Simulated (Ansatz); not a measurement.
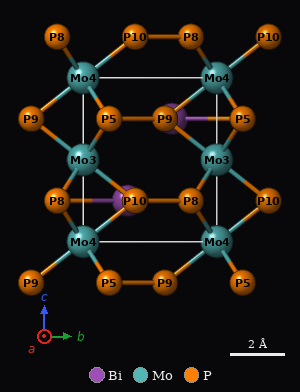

A crystal of BiMoP$_{3}$ (built on the KVCl3-194 type type), before the relaxation. Style: ball-and-stick. Shown: the cell of the calculation, along the a axis.

Level of theory: DFT, r2SCAN+rVV10, plane waves, PAW (Ansatz).

The input:
```yaml
crystal:
  lattice:
    - [5.7786709604, 0.0, 0.0]
    - [-2.8893354802, 5.0044758518, 0.0]
    - [0.0, 0.0, 6.1375991082]
  atoms:
    - { symbol: Bi, position: [0.6666666667, 0.3333333333, 0.25] }
    - { symbol: Bi, position: [0.3333333333, 0.6666666667, 0.75] }
    - { symbol: Mo, position: [0.0, 0.0, 0.5] }
    - { symbol: Mo, position: [0.0, 0.0, 0.0] }
    - { symbol: P, position: [0.3881485962, 0.1940742981, 0.75] }
    - { symbol: P, position: [0.6118514038, 0.8059257019, 0.25] }
    - { symbol: P, position: [0.8059257019, 0.1940742981, 0.75] }
    - { symbol: P, position: [0.1940742981, 0.8059257019, 0.25] }
    - { symbol: P, position: [0.8059257019, 0.6118514038, 0.75] }
    - { symbol: P, position: [0.1940742981, 0.3881485962, 0.25] }
kpoints:
  mp_grid: { grid: [6, 6, 4] }
hamiltonian:
  xc: r2scan
  dispersion: rvv10
scf:
  occupations: { method: fermi_dirac, width: 0.03 }
relax:
  f_tol: 0.01
  cell: {}
  max_steps: 120
```

Run as
```bash
ansatz run input.yaml --threads 4 --pin off --max-ram 4608MiB --backend cpu --events-out ev --progress --plain --runs-dir out
```

Question: What does the optimiser find from here?

Answer: After 3 accepted moves (4 points after the start) the energy has fallen by 3.5 meV per atom. The largest force component goes from 0.11 to 0.0052 eV/Å. The pressure goes from 2.09 to 0.01 GPa. At 1 point the geometry stayed and the basis and grid were re-selected for the new cell (energy shift of 0.1 meV per atom at most each time). The largest moves relative to the cell, 0.005 Å, are those of P5, P6, P7, P8, P9 and P10. P6 goes along [2 1 0]. Mo and Bi stay in place. The volume changes by +2.0 %, with a = b 5.779 → 5.771 Å (−0.1 %), c 6.138 → 6.278 Å (+2.3 %). Some distances before and after: Mo3–Mo4 3.069 → 3.139 Å, Mo3–P10 2.475 → 2.492 Å, P5–P7 2.414 → 2.419 Å, Bi1–P10 2.902 → 2.898 Å. The space group stays P6_3/mmc (No. 194). Cost: 52 s on 4 threads of Arm Neoverse V1 (shared host), peak memory 1.3 GiB.

Final geometry:

```xyz
10
Lattice="5.7710 0.0000 0.0000 -2.8855 4.9979 0.0000 0.0000 0.0000 6.2776" Properties=species:S:1:pos:R:3 pbc="T T T"
Bi    2.8855    1.6660    1.5694
Bi    0.0000    3.3319    4.7082
Mo    2.8855    4.9979    3.1388
Mo    2.8855    4.9979    6.2776
P     1.6760    0.9676    4.7082
P     1.2096    4.0302    1.5694
P     4.0951    0.9676    4.7082
P    -1.2096    4.0302    1.5694
P     2.8855    3.0626    4.7082
P     0.0000    1.9352    1.5694
```

The end point in the same view:

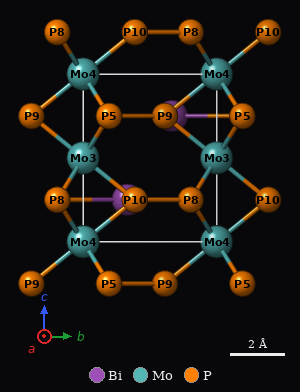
